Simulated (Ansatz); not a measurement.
# CH5BCl3N: a ladder of functionals and wavefunction methods, part 1 of 2

How much do the methods differ for CH5BCl3N? The plan is to run it at one geometry with functionals of several rungs and with coupled cluster. The yardstick is the atomisation energy at the CCSD(T) limit.

Program: Ansatz 0.2.0, Gaussian basis. Level of theory: functionals in def2-TZVPP, the program's frozen cores in correlated methods. These are calculated values, not measurements.

The runs, in order: LDA (SPW92), PBE-D4, revPBE-D4, BLYP-D4, r2SCAN-D4, B97M-V, PBE0-D4, B3LYP-D4, r2SCANh-D4, r2SCAN0-D4, HSE06-D4, BHLYP-D4, CAM-B3LYP-D4, LC-ωPBE, ωB97X-V, ωB97M-V, B2PLYP, PBE-QIDH; CCSD(T)/def2-SVP; CCSD(T)/def2-TZVPP; MP2/def2-QZVPP; extrapolation to the limit; RPA on PBE.

## Step 1: The geometry

All runs share one geometry, relaxed beforehand with PBE0-D4 in a triple-zeta def2 set.

11 atoms, charge 0, spin multiplicity 1.

Atoms are counted from 1 here; the program's logs count them from 0.

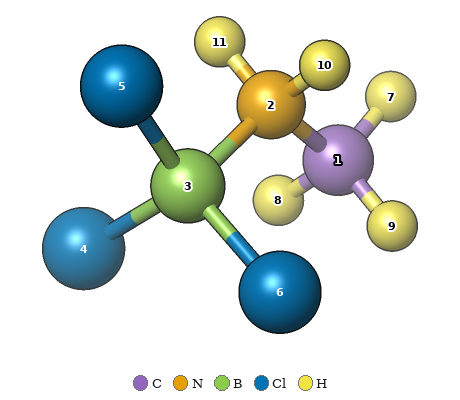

The structure; carbon purple, nitrogen amber, boron green, chlorine blue, hydrogen yellow; atoms are numbered from 1 in the order of the file.

As a file:

```xyz
11

C     0.1339   -1.0819    0.8241
N     0.5484   -0.1254   -0.2208
B    -0.4862    1.0567   -0.5913
Cl   -2.0084    0.2497   -1.1994
Cl    0.3849    2.0013   -1.9008
Cl   -0.7351    2.0321    0.9335
H     0.9145   -1.8254    0.9821
H    -0.7874   -1.5615    0.5019
H    -0.0525   -0.5268    1.7405
H     1.4159    0.3378    0.0454
H     0.7376   -0.6136   -1.0947
```

## Step 2: LDA

This LDA is Slater exchange with PW92 correlation.

File in.yaml:

```yaml
crystal:
  periodic: [false, false, false]
  atoms:
    - {symbol: C, position_ang: [0.133876, -1.081922, 0.824139]}
    - {symbol: N, position_ang: [0.548424, -0.125419, -0.220774]}
    - {symbol: B, position_ang: [-0.486241, 1.056710, -0.591287]}
    - {symbol: Cl, position_ang: [-2.008442, 0.249700, -1.199378]}
    - {symbol: Cl, position_ang: [0.384946, 2.001252, -1.900760]}
    - {symbol: Cl, position_ang: [-0.735064, 2.032134, 0.933502]}
    - {symbol: H, position_ang: [0.914460, -1.825403, 0.982081]}
    - {symbol: H, position_ang: [-0.787400, -1.561476, 0.501922]}
    - {symbol: H, position_ang: [-0.052523, -0.526829, 1.740490]}
    - {symbol: H, position_ang: [1.415903, 0.337787, 0.045393]}
    - {symbol: H, position_ang: [0.737562, -0.613633, -1.094726]}
basis:
  gaussian: {orbitals: def2-TZVPP}
hamiltonian: {xc: lda}
output: {orbitals: {seedname: orbitals}}
```

On the command line:

```sh
$ ansatz run in.yaml --threads 4 --pin off --events-out ev --progress --plain --max-ram 11315MiB
```

Output, shortened:

```text
Functional definition: SPW92
  name "SPW92"
  cite "Dirac, Proc. Camb. Phil. Soc. 26, 376 (1930) doi:10.1017/S0305004100016108"
  cite "Slater, Phys. Rev. 81, 385 (1951) doi:10.1103/PhysRev.81.385"
  cite "Perdew & Wang, Phys. Rev. B 45, 13244 (1992) doi:10.1103/PhysRevB.45.13244"
[...]
1681 factors; their error is unknown
[...]
mean field -40708.22516151 eV, -1495.9996816594 hartree, gradient 2.0e-5 eV, S^2 0.000000; 0 other end points of the search recorded, 0 dependent functions left out
reference -40708.22519999 eV, -1495.9996830735 hartree; 37, 37 occupied and 252, 252 virtual orbitals, 1681 factors
Total energy: -40708.22519999 eV, -1495.9996830735 hartree
```

It took 1.6 s on 4 threads of Arm Neoverse V2, shared host; peak memory 0.48 GiB.

Atomisation energy: 47.006 eV (free atoms -40661.219 eV, run apart). HOMO -6.72 eV, LUMO -1.02 eV.

## Step 3: PBE-D4 (GGA)

Edit in.yaml of step 2 so:

```diff
@@ -16,3 +16,3 @@
   gaussian: {orbitals: def2-TZVPP}
-hamiltonian: {xc: lda}
-output: {orbitals: {seedname: orbitals}}
+hamiltonian: {xc: pbe, dispersion: d4}
+output: {forces: true, orbitals: {seedname: orbitals}}
```

Same command.

Output, shortened:

```text
Functional definition: PBE
  name "PBE"
  cite "Perdew, Burke & Ernzerhof, Phys. Rev. Lett. 77, 3865 (1996) doi:10.1103/PhysRevLett.77.3865"
  parent pbe
[...]
1681 factors; their error is unknown
[...]
mean field -40839.73711144 eV, -1500.8326566775 hartree, gradient 3.4e-5 eV, S^2 0.000000; 0 other end points of the search recorded, 0 dependent functions left out
[...]
Atom 7 at    -0.787400    -1.561476     0.501922 Å, force    -0.194122    -0.099568    -0.062640 eV/Å
Atom 8 at    -0.052523    -0.526829     1.740490 Å, force    -0.042695     0.113149     0.192163 eV/Å
Atom 9 at     1.415903     0.337787     0.045393 Å, force     0.289924     0.152111     0.074402 eV/Å
Atom 10 at     0.737562    -0.613633    -1.094726 Å, force     0.072831    -0.152250    -0.290380 eV/Å
Dipole moment:     0.754625    -0.976023     0.365163 e Å
```

Run time: 3.3 s. Hardware: 4 threads of Arm Neoverse V2, shared host; peak memory 0.49 GiB.

Atomisation energy: 41.745 eV (free atoms -40798.346 eV, run apart). HOMO -6.57 eV, LUMO -0.84 eV.

## Step 4: revPBE-D4 (GGA)

Edit in.yaml of step 3 so:

```diff
@@ -16,3 +16,3 @@
   gaussian: {orbitals: def2-TZVPP}
-hamiltonian: {xc: pbe, dispersion: d4}
-output: {forces: true, orbitals: {seedname: orbitals}}
+hamiltonian: {xc: {name: revPBE}, dispersion: d4}
+output: {orbitals: {seedname: orbitals}}
```

The command is unchanged.

Output, shortened:

```text
Functional definition: revPBE
  name "revPBE"
  cite "Zhang & Yang, Phys. Rev. Lett. 80, 890 (1998) doi:10.1103/PhysRevLett.80.890"
  cite "Perdew, Burke & Ernzerhof, Phys. Rev. Lett. 77, 3865 (1996) doi:10.1103/PhysRevLett.77.3865"
[...]
1681 factors; their error is unknown
[...]
mean field -40851.46879746 eV, -1501.2637881866 hartree, gradient 2.4e-5 eV, S^2 0.000000; 0 other end points of the search recorded, 0 dependent functions left out
reference -40851.46884934 eV, -1501.2637900931 hartree; 37, 37 occupied and 252, 252 virtual orbitals, 1681 factors
Total energy: -40852.53238421 eV, -1501.3028742788 hartree
```

It took 2.5 s on 4 threads of Arm Neoverse V2, shared host; peak memory 0.49 GiB.

With the free atoms at this level, -40811.783 eV in sum, the atomisation energy is 40.750 eV. HOMO -6.51 eV, LUMO -0.75 eV.

## Step 5: BLYP-D4 (GGA)

Edit in.yaml of step 4 so:

```diff
@@ -16,3 +16,3 @@
   gaussian: {orbitals: def2-TZVPP}
-hamiltonian: {xc: {name: revPBE}, dispersion: d4}
+hamiltonian: {xc: {name: BLYP}, dispersion: d4}
 output: {orbitals: {seedname: orbitals}}
```

The command is unchanged.

Output, shortened:

```text
Functional definition: BLYP
  name "BLYP"
  cite "Becke, Phys. Rev. A 38, 3098 (1988) doi:10.1103/PhysRevA.38.3098"
  cite "Lee, Yang & Parr, Phys. Rev. B 37, 785 (1988) doi:10.1103/PhysRevB.37.785"
[...]
1681 factors; their error is unknown
[...]
mean field -40857.45782393 eV, -1501.4838808499 hartree, gradient 2.4e-5 eV, S^2 0.000000; 0 other end points of the search recorded, 0 dependent functions left out
reference -40857.45820536 eV, -1501.4838948670 hartree; 37, 37 occupied and 252, 252 virtual orbitals, 1681 factors
Total energy: -40858.24143465 eV, -1501.5126780125 hartree
```

It took 2.5 s on 4 threads of Arm Neoverse V2, shared host; peak memory 0.49 GiB.

With the free atoms at this level, -40817.793 eV in sum, the atomisation energy is 40.448 eV. HOMO -6.39 eV, LUMO -0.86 eV.

## Step 6: r2SCAN-D4 (meta-GGA)

Edit in.yaml of step 5 so:

```diff
@@ -16,3 +16,3 @@
   gaussian: {orbitals: def2-TZVPP}
-hamiltonian: {xc: {name: BLYP}, dispersion: d4}
-output: {orbitals: {seedname: orbitals}}
+hamiltonian: {xc: r2scan, dispersion: d4}
+output: {forces: true, orbitals: {seedname: orbitals}}
```

The command is unchanged.

Output, shortened:

```text
Functional definition: r2SCAN
  name "r2SCAN"
  cite "Furness, Kaplan, Ning, Perdew & Sun, J. Phys. Chem. Lett. 11, 8208 (2020) doi:10.1021/acs.jpclett.0c02405"
  cite "Furness, Kaplan, Ning, Perdew & Sun, J. Phys. Chem. Lett. 11, 9248 (2020) doi:10.1021/acs.jpclett.0c03077"
  parent r2scan
[...]
1681 factors; their error is unknown
[...]
Atom 7 at    -0.787400    -1.561476     0.501922 Å, force     0.026685     0.015330     0.002138 eV/Å
Atom 8 at    -0.052523    -0.526829     1.740490 Å, force     0.009102    -0.009760    -0.027727 eV/Å
Atom 9 at     1.415903     0.337787     0.045393 Å, force     0.032626    -0.000776     0.000599 eV/Å
Atom 10 at     0.737562    -0.613633    -1.094726 Å, force     0.021196    -0.016653    -0.018374 eV/Å
Dipole moment:     0.774683    -1.005386     0.377710 e Å
```

Run time: 6 s. Hardware: 4 threads of Arm Neoverse V2, shared host; peak memory 0.52 GiB.

Atomisation energy: 40.955 eV (free atoms -40814.388 eV, run apart). HOMO -6.92 eV, LUMO -0.21 eV.

## Step 7: B97M-V (meta-GGA)

Edit in.yaml of step 6 so:

```diff
@@ -16,3 +16,3 @@
   gaussian: {orbitals: def2-TZVPP}
-hamiltonian: {xc: r2scan, dispersion: d4}
-output: {forces: true, orbitals: {seedname: orbitals}}
+hamiltonian: {xc: {name: B97M-V}}
+output: {orbitals: {seedname: orbitals}}
```

The command is unchanged.

Output, shortened:

```text
Functional definition: B97M-V
  name "B97M-V"
  cite "Mardirossian & Head-Gordon, J. Chem. Phys. 142, 074111 (2015) doi:10.1063/1.4907719"
  cite "Becke, J. Chem. Phys. 107, 8554 (1997) doi:10.1063/1.475007"
  cite "Vydrov & Van Voorhis, J. Chem. Phys. 133, 244103 (2010) doi:10.1063/1.3521275"
  # Of w^i u^j: cxij and so on, Table III.
[...]
  gx(w, u) = cx00 + cx01*u + cx02*u^2 + (cx10 + cx11*u)*w
[...]
  gos(w, u) = cos00 + cos01*u + cos03*u^3 + cos10*w + cos32*w^3*u^2
[...]
      + integral(e_c_pw_mod_opposite_spin*gos(b97_w_opposite, b97_u_opposite)) + vv10(b, c)
1681 factors; their error is unknown
[...]
mean field -40850.03734636 eV, -1501.2111833289 hartree, gradient 1.7e-5 eV, S^2 0.000000; 0 other end points of the search recorded, 0 dependent functions left out
reference -40850.03740469 eV, -1501.2111854723 hartree; 37, 37 occupied and 252, 252 virtual orbitals, 1681 factors
Total energy: -40850.03740469 eV, -1501.2111854723 hartree
```

Wall time 11 s (4 threads of Arm Neoverse V2, shared host); peak memory 0.59 GiB.

Atomisation energy: 41.008 eV (free atoms -40809.030 eV, run apart). HOMO -7.03 eV, LUMO -0.66 eV.

## Step 8: PBE0-D4 (hybrid)

Edit in.yaml of step 7 so:

```diff
@@ -16,3 +16,3 @@
   gaussian: {orbitals: def2-TZVPP}
-hamiltonian: {xc: {name: B97M-V}}
+hamiltonian: {xc: pbe0, dispersion: d4}
 output: {orbitals: {seedname: orbitals}}
```

The command is unchanged.

Output, shortened:

```text
Functional definition: PBE0
  name "PBE0"
  cite "Adamo & Barone, J. Chem. Phys. 110, 6158 (1999) doi:10.1063/1.478522"
  cite "Perdew, Burke & Ernzerhof, Phys. Rev. Lett. 77, 3865 (1996) doi:10.1103/PhysRevLett.77.3865"
  parent pbe
[...]
1774 factors; their error is unknown
[...]
mean field -40843.32948913 eV, -1500.9646741226 hartree, gradient 4.9e-5 eV, S^2 0.000000; 0 other end points of the search recorded, 0 dependent functions left out
reference -40843.32952012 eV, -1500.9646752612 hartree; 37, 37 occupied and 252, 252 virtual orbitals, 1774 factors
Total energy: -40843.63005973 eV, -1500.9757198882 hartree
```

Run time: 4.3 s. Hardware: 4 threads of Arm Neoverse V2, shared host; peak memory 1 GiB.

With the free atoms at this level, -40802.520 eV in sum, the atomisation energy is 41.111 eV. HOMO -7.97 eV, LUMO -0.01 eV.

## Step 9: B3LYP-D4 (hybrid)

B3LYP here takes the VWN-RPA correlation.

Edit in.yaml of step 8 so:

```diff
@@ -16,3 +16,3 @@
   gaussian: {orbitals: def2-TZVPP}
-hamiltonian: {xc: pbe0, dispersion: d4}
-output: {orbitals: {seedname: orbitals}}
+hamiltonian: {xc: {name: B3LYP}, dispersion: d4}
+output: {forces: true, orbitals: {seedname: orbitals}}
```

Launched as before.

Output, shortened:

```text
Functional definition: B3LYP
  name "B3LYP"
  cite "Stephens, Devlin, Chabalowski & Frisch, J. Phys. Chem. 98, 11623 (1994) doi:10.1021/j100096a001"
  cite "Becke, Phys. Rev. A 38, 3098 (1988) doi:10.1103/PhysRevA.38.3098"
  cite "Lee, Yang & Parr, Phys. Rev. B 37, 785 (1988) doi:10.1103/PhysRevB.37.785"
  cite "Vosko, Wilk & Nusair, Can. J. Phys. 58, 1200 (1980) doi:10.1139/p80-159"
[...]
1738 factors; their error is unknown
[...]
Atom 7 at    -0.787400    -1.561476     0.501922 Å, force     0.072514     0.016833     0.035727 eV/Å
Atom 8 at    -0.052523    -0.526829     1.740490 Å, force     0.019065    -0.058905    -0.054683 eV/Å
Atom 9 at     1.415903     0.337787     0.045393 Å, force     0.001045    -0.031394    -0.015381 eV/Å
Atom 10 at     0.737562    -0.613633    -1.094726 Å, force     0.024603     0.001860     0.024464 eV/Å
Dipole moment:     0.770906    -1.002091     0.377217 e Å
```

It took 6.5 s on 4 threads of Arm Neoverse V2, shared host; peak memory 1.1 GiB.

With the free atoms at this level, -40820.866 eV in sum, the atomisation energy is 40.578 eV. HOMO -7.68 eV, LUMO -0.36 eV.

## Step 10: r2SCANh-D4 (hybrid)

Edit in.yaml of step 9 so:

```diff
@@ -16,3 +16,3 @@
   gaussian: {orbitals: def2-TZVPP}
-hamiltonian: {xc: {name: B3LYP}, dispersion: d4}
-output: {forces: true, orbitals: {seedname: orbitals}}
+hamiltonian: {xc: {name: r2SCANh}, dispersion: d4}
+output: {orbitals: {seedname: orbitals}}
```

Same command.

Output, shortened:

```text
Functional definition: r2SCANh
  name "r2SCANh"
  cite "Bursch, Neugebauer, Ehlert & Grimme, J. Chem. Phys. 156, 134105 (2022) doi:10.1063/5.0086040"
  cite "Furness, Kaplan, Ning, Perdew & Sun, J. Phys. Chem. Lett. 11, 8208 (2020) doi:10.1021/acs.jpclett.0c02405"
  cite "Furness, Kaplan, Ning, Perdew & Sun, J. Phys. Chem. Lett. 11, 9248 (2020) doi:10.1021/acs.jpclett.0c03077"
  parent r2scan
[...]
1681 factors; their error is unknown
[...]
mean field -40855.04278945 eV, -1501.3951299696 hartree, gradient 2.1e-5 eV, S^2 0.000000; 0 other end points of the search recorded, 0 dependent functions left out
reference -40855.04279981 eV, -1501.3951303504 hartree; 37, 37 occupied and 252, 252 virtual orbitals, 1681 factors
Total energy: -40855.13458160 eV, -1501.3985032691 hartree
```

Run time: 7 s. Hardware: 4 threads of Arm Neoverse V2, shared host; peak memory 1 GiB.

Atomisation energy: 40.733 eV (free atoms -40814.401 eV, run apart). HOMO -7.43 eV, LUMO 0.05 eV.

## Step 11: r2SCAN0-D4 (hybrid)

Edit in.yaml of step 10 so:

```diff
@@ -16,3 +16,3 @@
   gaussian: {orbitals: def2-TZVPP}
-hamiltonian: {xc: {name: r2SCANh}, dispersion: d4}
+hamiltonian: {xc: {name: r2SCAN0}, dispersion: d4}
 output: {orbitals: {seedname: orbitals}}
```

The command is unchanged.

Output, shortened:

```text
Functional definition: r2SCAN0
  name "r2SCAN0"
  cite "Bursch, Neugebauer, Ehlert & Grimme, J. Chem. Phys. 156, 134105 (2022) doi:10.1063/5.0086040"
  cite "Furness, Kaplan, Ning, Perdew & Sun, J. Phys. Chem. Lett. 11, 8208 (2020) doi:10.1021/acs.jpclett.0c02405"
  cite "Furness, Kaplan, Ning, Perdew & Sun, J. Phys. Chem. Lett. 11, 9248 (2020) doi:10.1021/acs.jpclett.0c03077"
  parent r2scan
[...]
1774 factors; their error is unknown
[...]
mean field -40854.75251699 eV, -1501.3844626536 hartree, gradient 3.9e-5 eV, S^2 0.000000; 0 other end points of the search recorded, 0 dependent functions left out
reference -40854.75252595 eV, -1501.3844629828 hartree; 37, 37 occupied and 252, 252 virtual orbitals, 1774 factors
Total energy: -40854.85426272 eV, -1501.3882017401 hartree
```

It took 7 s on 4 threads of Arm Neoverse V2, shared host; peak memory 1.1 GiB.

With the free atoms at this level, -40814.437 eV in sum, the atomisation energy is 40.417 eV. HOMO -8.20 eV, LUMO 0.41 eV.

## Step 12: HSE06-D4 (hybrid)

HSE06 is the plane-wave form, built on full-range PBE exchange.

Edit in.yaml of step 11 so:

```diff
@@ -16,3 +16,3 @@
   gaussian: {orbitals: def2-TZVPP}
-hamiltonian: {xc: {name: r2SCAN0}, dispersion: d4}
+hamiltonian: {xc: hse06, dispersion: d4}
 output: {orbitals: {seedname: orbitals}}
```

Launched as before.

Output, shortened:

```text
Functional definition: HSE06
  name "HSE06"
  cite "Heyd, Scuseria & Ernzerhof, J. Chem. Phys. 118, 8207 (2003) doi:10.1063/1.1564060"
  cite "Krukau, Vydrov, Izmaylov & Scuseria, J. Chem. Phys. 125, 224106 (2006) doi:10.1063/1.2404663"
  cite "Heyd & Scuseria, J. Chem. Phys. 120, 7274 (2004) doi:10.1063/1.1668634"
  cite "Ernzerhof & Perdew, J. Chem. Phys. 109, 3313 (1998) doi:10.1063/1.476928"
[...]
1774 factors; their error is unknown
105 factors; integrals over basis functions are off by at most 3.1e-7 eV
[...]
mean field -40842.50554721 eV, -1500.9343948155 hartree, gradient 7.9e-5 eV, S^2 0.000000; 0 other end points of the search recorded, 0 dependent functions left out
reference -40842.50558850 eV, -1500.9343963327 hartree; 37, 37 occupied and 252, 252 virtual orbitals, 1774 factors
Total energy: -40842.78588389 eV, -1500.9446969984 hartree
```

Run time: 4.6 s. Hardware: 4 threads of Arm Neoverse V2, shared host; peak memory 1.1 GiB.

Atomisation energy: 41.137 eV (free atoms -40801.649 eV, run apart). HOMO -7.56 eV, LUMO -0.38 eV.

## Step 13: BHLYP-D4 (hybrid)

Edit in.yaml of step 12 so:

```diff
@@ -16,3 +16,3 @@
   gaussian: {orbitals: def2-TZVPP}
-hamiltonian: {xc: hse06, dispersion: d4}
+hamiltonian: {xc: {name: BHLYP}, dispersion: d4}
 output: {orbitals: {seedname: orbitals}}
```

Same command.

Output, shortened:

```text
Functional definition: BHLYP
  name "BHLYP"
  cite "Becke, J. Chem. Phys. 98, 1372 (1993) doi:10.1063/1.464304"
  cite "Becke, Phys. Rev. A 38, 3098 (1988) doi:10.1103/PhysRevA.38.3098"
  cite "Lee, Yang & Parr, Phys. Rev. B 37, 785 (1988) doi:10.1103/PhysRevB.37.785"
[...]
1926 factors; their error is unknown
[...]
mean field -40857.61770690 eV, -1501.4897564408 hartree, gradient 4.4e-5 eV, S^2 0.000000; 0 other end points of the search recorded, 0 dependent functions left out
reference -40857.61790032 eV, -1501.4897635488 hartree; 37, 37 occupied and 252, 252 virtual orbitals, 1926 factors
Total energy: -40858.05605171 eV, -1501.5058653151 hartree
```

Wall time 4.4 s (4 threads of Arm Neoverse V2, shared host); peak memory 1.1 GiB.

With the free atoms at this level, -40818.535 eV in sum, the atomisation energy is 39.522 eV. HOMO -9.21 eV, LUMO 0.61 eV.

## Step 14: CAM-B3LYP-D4 (range-separated)

Edit in.yaml of step 13 so:

```diff
@@ -16,3 +16,3 @@
   gaussian: {orbitals: def2-TZVPP}
-hamiltonian: {xc: {name: BHLYP}, dispersion: d4}
+hamiltonian: {xc: {name: CAM-B3LYP}, dispersion: d4}
 output: {orbitals: {seedname: orbitals}}
```

The command is unchanged.

Output, shortened:

```text
Functional definition: CAM-B3LYP
  name "CAM-B3LYP"
  cite "Yanai, Tew & Handy, Chem. Phys. Lett. 393, 51 (2004) doi:10.1016/j.cplett.2004.06.011"
  cite "Iikura, Tsuneda, Yanai & Hirao, J. Chem. Phys. 115, 3540 (2001) doi:10.1063/1.1383587"
  cite "Becke, Phys. Rev. A 38, 3098 (1988) doi:10.1103/PhysRevA.38.3098"
  cite "Lee, Yang & Parr, Phys. Rev. B 37, 785 (1988) doi:10.1103/PhysRevB.37.785"
[...]
1738 factors; their error is unknown
368 factors; integrals over basis functions are off by at most 8.3e-6 eV
[...]
mean field -40858.96200100 eV, -1501.5391583375 hartree, gradient 3.6e-5 eV, S^2 0.000000; 0 other end points of the search recorded, 0 dependent functions left out
reference -40858.96213967 eV, -1501.5391634337 hartree; 37, 37 occupied and 252, 252 virtual orbitals, 1738 factors
Total energy: -40859.26837512 eV, -1501.5504173787 hartree
```

Wall time 4.8 s (4 threads of Arm Neoverse V2, shared host); peak memory 1.1 GiB.

Atomisation energy: 40.751 eV (free atoms -40818.518 eV, run apart). HOMO -9.32 eV, LUMO 0.76 eV.

## Step 15: LC-ωPBE (range-separated)

Edit in.yaml of step 14 so:

```diff
@@ -16,3 +16,3 @@
   gaussian: {orbitals: def2-TZVPP}
-hamiltonian: {xc: {name: CAM-B3LYP}, dispersion: d4}
+hamiltonian: {xc: {name: LC-wPBE}}
 output: {orbitals: {seedname: orbitals}}
```

The command is unchanged.

Output, shortened:

```text
Functional definition: LC-wPBE
  name "LC-wPBE"
  cite "Vydrov & Scuseria, J. Chem. Phys. 125, 234109 (2006) doi:10.1063/1.2409292"
  cite "Heyd & Scuseria, J. Chem. Phys. 120, 7274 (2004) doi:10.1063/1.1668634"
  cite "Ernzerhof & Perdew, J. Chem. Phys. 109, 3313 (1998) doi:10.1063/1.476928"
  cite "Perdew, Burke & Ernzerhof, Phys. Rev. Lett. 77, 3865 (1996) doi:10.1103/PhysRevLett.77.3865"
  parent pbe
[...]
1681 factors; their error is unknown
437 factors; integrals over basis functions are off by at most 1.7e-5 eV
[...]
mean field -40847.42925817 eV, -1501.1153378559 hartree, gradient 5.6e-5 eV, S^2 0.000000; 0 other end points of the search recorded, 0 dependent functions left out
reference -40847.42925818 eV, -1501.1153378562 hartree; 37, 37 occupied and 252, 252 virtual orbitals, 1681 factors
Total energy: -40847.42925818 eV, -1501.1153378562 hartree
```

Run time: 3.2 s. Hardware: 4 threads of Arm Neoverse V2, shared host; peak memory 0.69 GiB.

With the free atoms at this level, -40806.883 eV in sum, the atomisation energy is 40.546 eV. HOMO -10.77 eV, LUMO 2.09 eV.

## Step 16: ωB97X-V (range-separated)

Edit in.yaml of step 15 so:

```diff
@@ -16,3 +16,3 @@
   gaussian: {orbitals: def2-TZVPP}
-hamiltonian: {xc: {name: LC-wPBE}}
+hamiltonian: {xc: {name: wB97X-V}}
 output: {orbitals: {seedname: orbitals}}
```

Launched as before.

Output, shortened:

```text
Functional definition: wB97X-V
  name "wB97X-V"
  cite "Mardirossian & Head-Gordon, Phys. Chem. Chem. Phys. 16, 9904 (2014) doi:10.1039/C3CP54374A"
  cite "Becke, J. Chem. Phys. 107, 8554 (1997) doi:10.1063/1.475007"
  cite "Vydrov & Van Voorhis, J. Chem. Phys. 133, 244103 (2010) doi:10.1063/1.3521275"
[...]
      + integral(e_c_pw_opposite_spin*poly(b97_u_opposite, cos0, cos1)) + vv10(b, c)
1729 factors; their error is unknown
339 factors; integrals over basis functions are off by at most 1.4e-5 eV
[...]
mean field -40853.26895227 eV, -1501.3299426557 hartree, gradient 4.3e-5 eV, S^2 0.000000; 0 other end points of the search recorded, 0 dependent functions left out
reference -40853.26895032 eV, -1501.3299425841 hartree; 37, 37 occupied and 252, 252 virtual orbitals, 1729 factors
Total energy: -40853.26895032 eV, -1501.3299425841 hartree
```

Run time: 10 s. Hardware: 4 threads of Arm Neoverse V2, shared host; peak memory 1.2 GiB.

Atomisation energy: 40.892 eV (free atoms -40812.377 eV, run apart). HOMO -10.39 eV, LUMO 1.86 eV.

(Continued in part 2 of 2.)
